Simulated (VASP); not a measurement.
Band structure of Cu₂O (cuprite). These are LDA (Ceperley-Alder, Perdew-Zunger), VASP's LDA PAW potentials (set 64) (plane waves; VASP) values and carry that method's errors.

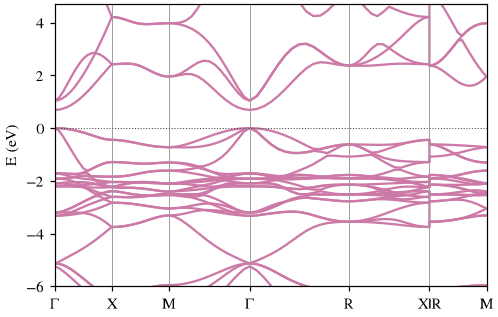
Figure: Bands along high-symmetry lines, zero at the valence-band maximum or, without a gap, the Fermi level

**Question.** Read the plot: is there a gap, and where are the band edges?

**Answer.** The gap is direct, 0.69 eV, from the valence maximum at Γ to the conduction minimum at Γ. (Edges off the drawn lines would not show.)

Measured: gap 2.20 eV (computed value off by -1.51 eV), as given by Wei Chen et al., Physical Review Materials (2018), doi:10.1103/physrevmaterials.2.073803 [zero-point renormalisation of 0.03 eV added back (the table's ZPR column)].

The compound is Cu2O in the cuprite structure. It was relaxed first, which changed the volume by -6 %.
